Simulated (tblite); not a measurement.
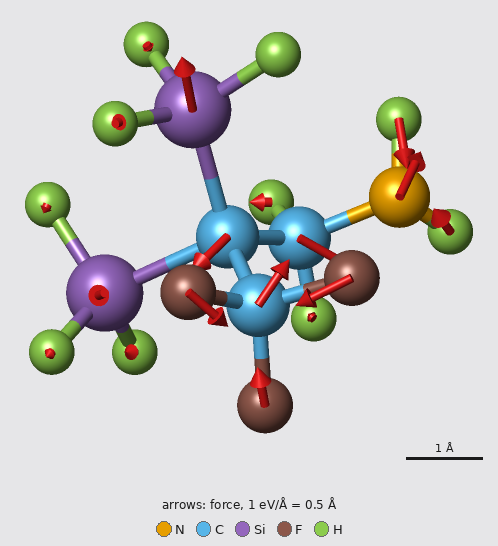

Starting geometry of C₃H₁₀F₃NSi₂ with the computed forces as red arrows. The picture is a ball-and-stick view, seen at a tilt.

Theory: GFN2-xTB geometry optimisation, gas phase (tblite). 

Question: Is this structure relaxed? If not, where do the atoms go?

Answer: It isn't relaxed: the largest force vector, on a C atom, is 2.16 eV/Å. The final displacements have little in common with the starting forces (cosine between the two patterns 0.22). Over 159 geometry steps the energy falls by 19.5 kcal/mol. An H atom moves most after the best rigid fit: 1.55 Å. By element the largest moves are H 1.55 Å, N 0.75 Å, F 0.38 Å, Si 0.27 Å, C 0.20 Å. Near-neighbour distances that change, for instance: N–Si 3.309 → 2.561 Å, C–Si 1.859 → 1.926 Å, C–C 1.477 → 1.526 Å, H–N 1.059 → 1.014 Å. Bond angles that change, for instance: C–C–Si 116.2° → 103.5°, Si–C–Si 105.4° → 115.3°, N–C–H 104.3° → 113.7°. Groups turn about C–N by about 75°, C–Si by about 30°, C–C by about 20°.
